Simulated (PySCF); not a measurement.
SMILES C[Si](I)(C)Cl at its CAM-B3LYP/def2-SVP optimised geometry (Å):

```
11

C      1.1302    -0.6503     0.0000
Si    -0.7303    -0.6503     0.0000
C     -1.4850    -1.5367     1.4514
Cl    -1.3862    -1.5677    -1.7410
I     -1.5213     1.6862     0.0000
H      1.5213    -0.1231    -0.8815
H      1.5167    -0.1536     0.9025
H      1.5033    -1.6862    -0.0204
H     -2.5824    -1.5145     1.3956
H     -1.1748    -1.0657     2.3962
H     -1.1583    -2.5883     1.4569
```

Calculation: PySCF with CAM-B3LYP/def2-TZVP, def2 effective core potentials past Kr. The core electrons that the potentials of I replace are not part of the density. Cells within 0.4 Å of a nucleus heavier than hydrogen are left out (blank, or x).

Map of the HOMO−1 amplitude (bohr^(-3/2)) on the plane z = 0.0 Å; orbital energy -8.88 eV, overall sign arbitrary:

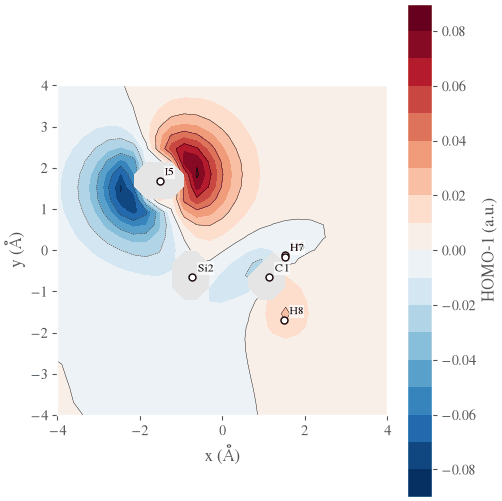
Figure. HOMO−1 amplitude (bohr^(-3/2)) on the plane z = 0.0 Å.
